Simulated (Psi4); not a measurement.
# BCl2F (dichlorofluoroborane): B2PLYP/6-311+G(d,p) (density fitting for correlation)

Aim: the vertical singlet–triplet gap of BCl2F (dichlorofluoroborane) at B2PLYP/6-311+G** (density fitting for correlation), from 2 runs. Input form: an ASE script.

The calculation is run with Psi4 1.11.

2 further runs of the same task are left out: 2 set aside as unsound or not needed.

## Step 1: The molecule

BCl2F has 4 atoms, charge 0, and is taken as a singlet. As SMILES, `FB(Cl)Cl`. The shape is that of a PBE0-D4/def2-TZVP optimisation.

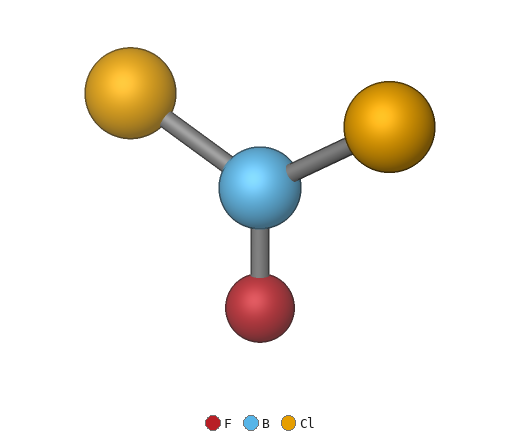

Viewed from a chosen angle; fluorine red, boron blue, chlorine amber.

## Step 2: A single-point energy at B2PLYP/6-311+G(d,p) (density fitting for correlation)

File bcl2f.xyz:

```xyz
4
BCl2F
F      0.114370    -1.165320    -0.781190
B      0.007910    -0.080610    -0.054040
Cl    -1.549540     0.373780     0.571420
Cl     1.427260     0.872140     0.263810
```

File run_ase.py:

```python
import numpy as np
from ase.calculators.psi4 import Psi4
from ase.io import read

a = read('bcl2f.xyz')
calc = Psi4(atoms=a, method='b2plyp', basis='6-311+G**', memory='2200MB', num_threads=1, charge=0, multiplicity=1, label='bcl2f')
calc.psi4.set_options({'puream': True, 'e_convergence': 1e-09, 'd_convergence': 1e-08, 'scf_type': 'pk', 'dft_radial_points': 99, 'dft_spherical_points': 590, 'num_frozen_docc': 12})
a.calc = calc

print(f'energy: {a.get_potential_energy():.6f} eV')
```

Launch:

```bash
python run_ase.py
```

bcl2f.dat:

```text
[...]
  Running in c1 symmetry.
[...]
  Nuclear repulsion =  181.669072785720459
[...]
  Multiplicity = 1
[...]
  Nalpha       = 24
  Nbeta        = 24
[...]
    Number of basis functions: 104
[...]
   @RKS iter   1: -1044.67203043767358   -2.80212e-01   3.99853e-03 DIIS/ADIIS
[...]
   @RKS iter  10: -1044.72582998052349   -1.52340e-11   5.43899e-09 DIIS
[...]
    Orbital Energies [Eh]
    ---------------------
    Doubly Occupied:
       1A   -102.951385     2A   -102.951385     3A    -25.405801
       4A     -9.948567     5A     -9.948544     6A     -7.588696
       7A     -7.588694     8A     -7.584512     9A     -7.584511
      10A     -7.583344    11A     -7.583344    12A     -7.281014
      13A     -1.431684    14A     -1.004370    15A     -0.970962
      16A     -0.692831    17A     -0.611899    18A     -0.596987
      19A     -0.574179    20A     -0.480614    21A     -0.446306
      22A     -0.432726    23A     -0.410739    24A     -0.395303
[...]
  @RKS Final Energy: -1044.72582998052349
   => Energetics <=
    Nuclear Repulsion Energy =            181.6690727857204593
    One-Electron Energy =               -1804.4760002730729411
    Two-Electron Energy =                 611.9894903923476477
    DFT Exchange-Correlation Energy =     -33.9083928855187295
    Empirical Dispersion Energy =           0.0000000000000000
    VV10 Nonlocal Energy =                  0.0000000000000000
    Total Energy =                      -1044.7258299805234856
[...]
 Multipole Moments:
 ------------------------------------------------------------------------------------
     Multipole            Electronic (a.u.)      Nuclear  (a.u.)        Total (a.u.)
 ------------------------------------------------------------------------------------
 L = 1.  Multiply by 2.5417464519 to convert [e a0] to [Debye]
 Dipole X            :          0.0692015           -0.0786930           -0.0094915
 Dipole Y            :         -0.7051210            0.8018151            0.0966942
 Dipole Z            :         -0.4726972            0.5375133            0.0648161
 Magnitude           :                                                    0.1167946
[...]
```

On the terminal:

```text
energy: -28433.507049 eV
```

Wall time 6.3 s (1 thread of Intel Xeon 6975P-C (Granite Rapids), shared host); peak memory 0.95 GiB.

## Step 3: The triplet, same level

File bcl2f_ase.py:

```python
import numpy as np
from ase.calculators.psi4 import Psi4
from ase import Atoms

mol = Atoms(['F', 'B', 'Cl', 'Cl'], positions=[
    [0.114370, -1.165320, -0.781190],
    [0.007910, -0.080610, -0.054040],
    [-1.549540, 0.373780, 0.571420],
    [1.427260, 0.872140, 0.263810],
])
calc = Psi4(atoms=mol, method='b2plyp', basis='6-311+G**', memory='2200MB', num_threads=1, charge=0, multiplicity=3, label='bcl2f', reference='uks')
calc.psi4.set_options({'puream': True, 'e_convergence': 1e-09, 'd_convergence': 1e-08, 'scf_type': 'pk', 'dft_radial_points': 99, 'dft_spherical_points': 590, 'num_frozen_docc': 12, 'maxiter': 100})
mol.calc = calc

print(f'energy: {mol.get_potential_energy():.6f} eV')
```

Launch:

```bash
python bcl2f_ase.py
```

bcl2f.dat:

```text
[...]
  Running in c1 symmetry.
[...]
  Nuclear repulsion =  181.669072785720459
[...]
  Multiplicity = 3
[...]
  Nalpha       = 25
  Nbeta        = 23
[...]
    Number of basis functions: 104
[...]
   @UKS iter   1: -1044.39048074968196    1.33730e-03   4.36421e-03 ADIIS/DIIS
[...]
   @UKS iter  15: -1044.47180386139416   -4.32010e-12   6.75477e-09 DIIS
[...]
   @S^2 Observed:                2.015269624E+00
[...]
    Orbital Energies [Eh]
    ---------------------
    Alpha Occupied:
       1A   -103.006017     2A   -103.006016     3A    -25.340504
       4A     -9.999787     5A     -9.999764     6A     -7.646596
       7A     -7.646595     8A     -7.635756     9A     -7.635755
      10A     -7.632863    11A     -7.632862    12A     -7.167979
      13A     -1.371370    14A     -1.042294    15A     -1.013727
      16A     -0.652588    17A     -0.585877    18A     -0.581027
      19A     -0.563013    20A     -0.485818    21A     -0.480525
      22A     -0.475543    23A     -0.460220    24A     -0.450315
      25A     -0.146045
    Alpha Virtual:
[...]
  @UKS Final Energy: -1044.47180386139416
   => Energetics <=
    Nuclear Repulsion Energy =            181.6690727857204593
    One-Electron Energy =               -1803.8187675944334387
    Two-Electron Energy =                 611.5765018863588693
    DFT Exchange-Correlation Energy =     -33.8986109390402603
    Empirical Dispersion Energy =           0.0000000000000000
    VV10 Nonlocal Energy =                  0.0000000000000000
    Total Energy =                      -1044.4718038613941644
[...]
 Multipole Moments:
 ------------------------------------------------------------------------------------
     Multipole            Electronic (a.u.)      Nuclear  (a.u.)        Total (a.u.)
 ------------------------------------------------------------------------------------
 L = 1.  Multiply by 2.5417464519 to convert [e a0] to [Debye]
 Dipole X            :          0.0157177           -0.0786930           -0.0629753
 Dipole Y            :         -0.1600774            0.8018151            0.6417377
 Dipole Z            :         -0.1073016            0.5375133            0.4302117
 Magnitude           :                                                    0.7751615
[...]
```

On the terminal:

```text
energy: -28426.629805 eV
```

It took 12 s on 1 thread of Intel Xeon 6975P-C (Granite Rapids), shared host; peak memory 0.95 GiB.

## Step 4: Results

Level: B2PLYP/6-311+G** (density fitting for correlation), 12 core orbitals frozen.

| quantity | value |
| --- | --- |
| singlet: total energy | -1044.91212 Eh |
| singlet: HOMO energy (SCF part's orbitals) | -10.76 eV |
| singlet: LUMO energy (SCF part's orbitals) | 0.34 eV |
| singlet: HOMO–LUMO gap (SCF part's orbitals) | 11.10 eV |
| triplet: total energy | -1044.65939 Eh |
| triplet: HOMO energy (SCF part's orbitals) (highest over α and β) | -3.97 eV |
| triplet: ⟨S²⟩ | 2.015 |
| vertical energy of the triplet above the singlet | 6.877 eV |

At this shape the triplet lies 6.88 eV (159 kcal/mol) above the singlet.
